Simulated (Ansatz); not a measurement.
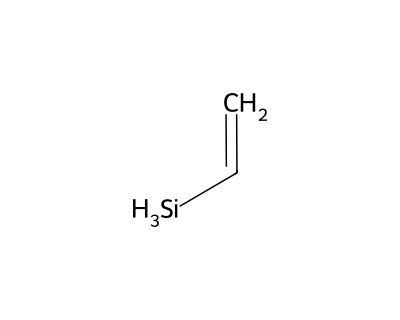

A structural formula.

Give its SMILES.

Answer. C=C[SiH3]

Give the formula, hydrogens included.

Answer. C2H6Si.

An optimisation with PBE0-D4/def2-TZVP gave a structure of which point group?

Answer. Cs.

The parts below concern this one geometry. Atoms keep their numbers from picture to picture. Computed geometry: PBE0-D4/def2-TZVP optimisation.

**Geometry**

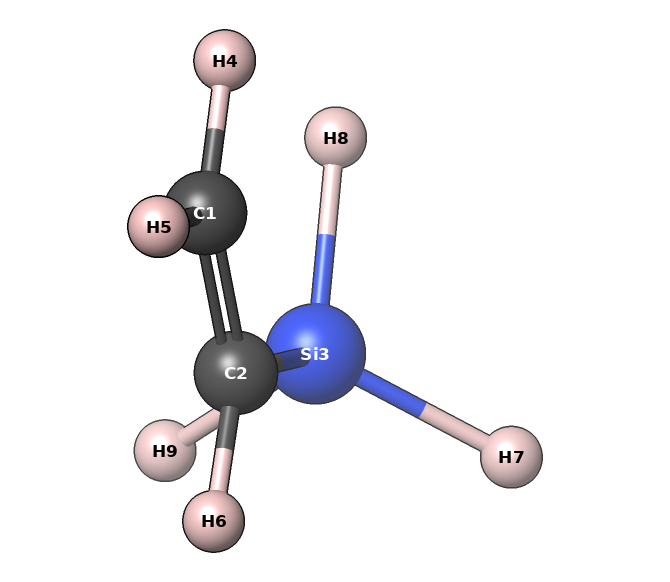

Si3 lies behind C2. The molecule seen a little off the C2–Si3 bond, C2 in front. Distant atoms are faded towards the background colour.

What is the torsion angle C1–C2–Si3–H7? The sign is positive where the front bond must turn clockwise to cover the back bond.

Answer. 120°, anticlinal.

**Vibrations**

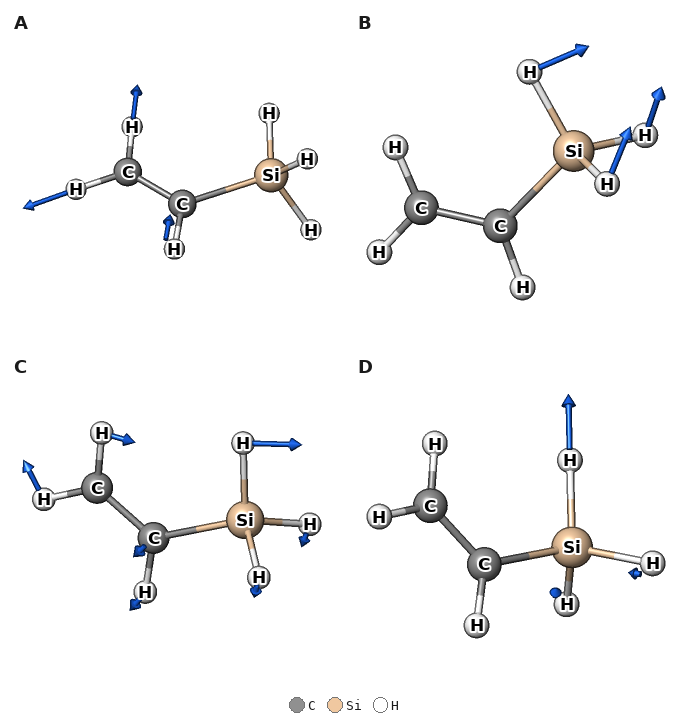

4 normal modes of one molecule or complex, as arrows. Harmonic vibrations computed with RKS PBE0-D4/def2-TZVP (Ansatz 0.2.0) at a stationary point of the same level.

Match the panels to the wavenumbers 720 cm⁻¹, 926 cm⁻¹, 2228 cm⁻¹, 3130 cm⁻¹.

Answer. A: 3130 cm⁻¹, out-of-phase stretching of 3 C–H bonds
B: 926 cm⁻¹, angle bending
C: 720 cm⁻¹
D: 2228 cm⁻¹, Si–H stretching

**Dipole moment**

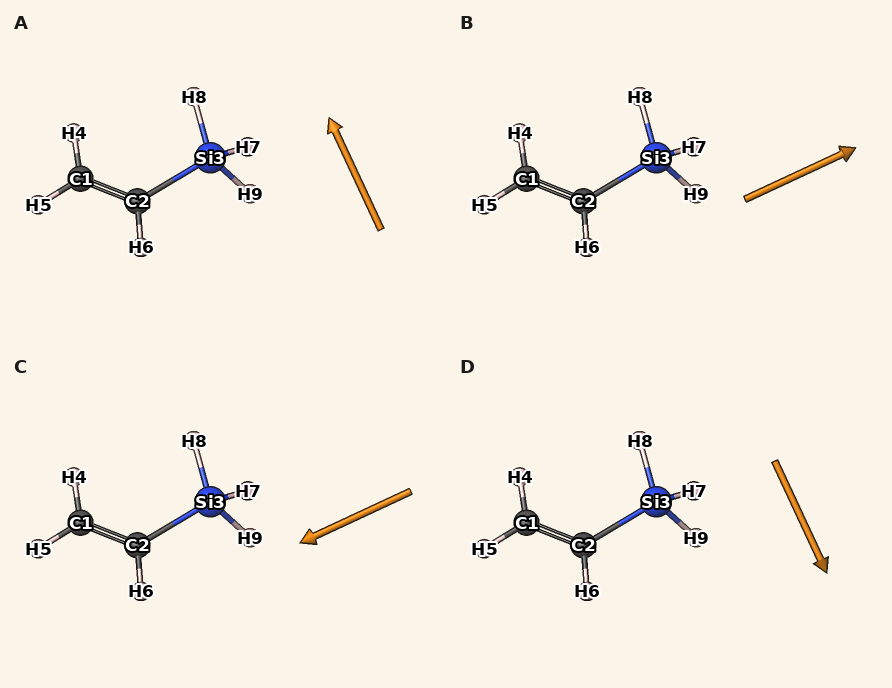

The same molecule four times, each with an arrow. Properties computed with RKS PBE-D4/def2-TZVPP (Ansatz 0.2.0).

Which arrow points along the dipole moment, from the negative to the positive end?

Answer. C. The dipole moment is 0.75 D; it points from the side of H7, H9 to the side of H5 (the outermost atoms at the two ends).

**Electronic properties**

Level of theory: RKS revPBE-D4/def2-TZVPP (Ansatz 0.2.0).

Computed properties:

- HOMO energy (Kohn–Sham orbital): −6.84 eV
- LUMO energy (Kohn–Sham orbital): −1.43 eV
- HOMO–LUMO gap: 5.42 eV
- dispersion correction: −46.2 kJ/mol
